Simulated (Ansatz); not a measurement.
# Single-point calculation of CH₃AlF₂

System: CH₃AlF₂.
Method: RHF-CCSD(T), frozen core/def2-TZVPP (Ansatz 0.2.0).

The geometry comes from this level: PBE0-D4/def2-TZVP.

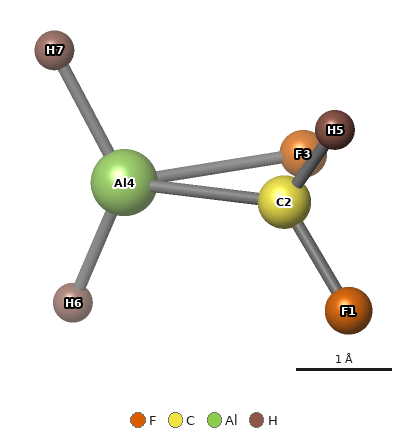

The structure (ball-and-stick view, seen at a tilt; atoms are numbered from 1 in the order of the input). Sticks mark near contacts. Bond lengths as drawn: Al–C 1.97 Å, Al–F 1.96 Å, Al–H 1.58 Å, C–F 1.33 Å and C–H 1.09 Å.

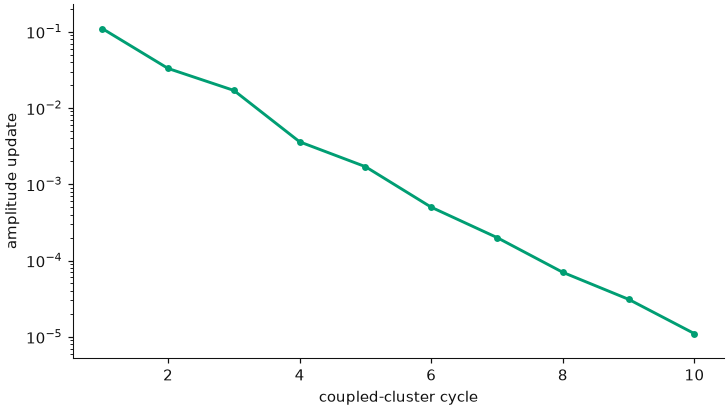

Convergence of the coupled-cluster equations: amplitude update against the coupled-cluster cycle. The residual falls at every step.

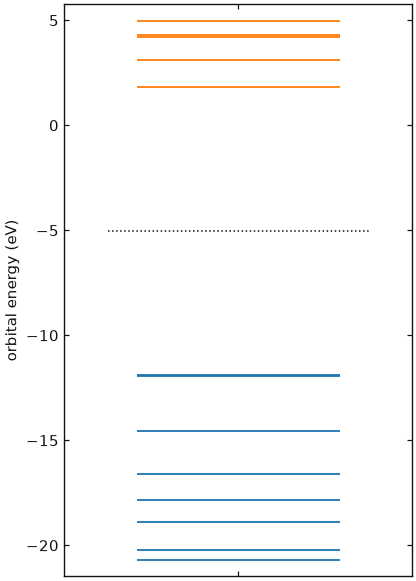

Orbital energies near the frontier; the dotted line parts filled from empty levels, and levels within 0.02 eV of each other stand side by side. Highest filled −11.89 eV, lowest empty 1.83 eV, 13.72 eV apart.

The input and output of the run follow.

Input file
```yaml
crystal:
  periodic: [false, false, false]
  atoms:
    - {symbol: F, position_ang: [0.566433, -0.559430, 1.835762]}
    - {symbol: C, position_ang: [0.747195, -0.159828, 0.579858]}
    - {symbol: F, position_ang: [0.082580, -1.251915, -0.301399]}
    - {symbol: Al, position_ang: [-0.702151, 0.528348, -0.561326]}
    - {symbol: H, position_ang: [1.801200, -0.277693, 0.321065]}
    - {symbol: H, position_ang: [-2.150623, 0.570377, 0.060050]}
    - {symbol: H, position_ang: [-0.283435, 1.082043, -1.979711]}
basis:
  gaussian: {orbitals: def2-TZVPP}
correlation: {method: ccsd_t}
output: {orbitals: {seedname: orbitals}}
```

Output
```
Functional definition: HF
  name "HF"
  cite "Fock, Z. Phys. 61, 126 (1930) doi:10.1007/BF01340294"
  parent pbe
  exchange = exact_x
  correlation = 0
1095 factors; integrals over basis functions are off by at most 1.3e-3 eV
mean field evaluation 1: about -13072.4217 eV, gradient 2.9e1 eV
mean field evaluation 2: about -13072.5970 eV, gradient 3.0e1 eV
mean field evaluation 4: about -13074.5342 eV, gradient 3.2e0 eV
mean field evaluation 8: about -13074.5791 eV, gradient 3.1e-1 eV
mean field evaluation 16: about -13072.4220 eV, gradient 2.9e1 eV
mean field -13074.57944878 eV, -480.4819324746 hartree, gradient 2.6e-6 eV, S^2 0.000000; 0 other end points of the search recorded, 0 dependent functions left out
8 core orbitals not correlated: weight in the atoms' cores, before any rotation towards them, 1.000 or more for the frozen orbitals, at most 0.000 for the correlated occupied ones
reference -13074.57944878 eV, -480.4819324746 hartree; 12, 12 occupied and 157, 157 virtual orbitals, 1095 factors
second order -20.33194161 eV of doubles, -0.00000000 eV of singles
cycle   1  -20.34572906 eV  change   -1.4e-2 eV  update   1.1e-1
cycle   2  -20.86085947 eV  change   -5.2e-1 eV  update   3.3e-2
cycle   3  -20.99653763 eV  change   -1.4e-1 eV  update   1.7e-2
cycle   4  -20.97915752 eV  change    1.7e-2 eV  update   3.6e-3
cycle   5  -20.97799891 eV  change    1.2e-3 eV  update   1.7e-3
cycle   6  -20.97943790 eV  change   -1.4e-3 eV  update   5.0e-4
cycle   7  -20.97923175 eV  change    2.1e-4 eV  update   2.0e-4
cycle   8  -20.97910393 eV  change    1.3e-4 eV  update   7.0e-5
cycle   9  -20.97913066 eV  change   -2.7e-5 eV  update   3.1e-5
cycle  10  -20.97914074 eV  change   -1.0e-5 eV  update   1.1e-5
perturbative correction -0.68267412 eV, -0.0250878113 hartree
Total energy: -13096.24126365 eV, -481.2779894880 hartree
```

Key numbers

```json
{"quantity": "outcome", "value": "converged"}
{"quantity": "total energy", "value": "−13096.2413 eV"}
{"quantity": "mean-field energy", "value": "−13074.5794 eV"}
{"quantity": "CCSD correlation", "value": "−20.9791 eV"}
{"quantity": "(T) correction", "value": "−0.6827 eV"}
{"quantity": "T1 diagnostic", "value": "0.014"}
{"quantity": "SCF solution under orbital rotations", "value": "stable"}
{"quantity": "HOMO", "value": "−11.89 eV"}
{"quantity": "LUMO", "value": "1.83 eV"}
{"quantity": "hardware", "value": "4 CPU threads, shared host"}
{"quantity": "wall time", "value": "14 s (CPU time 53 s)"}
{"quantity": "peak memory", "value": "1.7 GiB"}
```
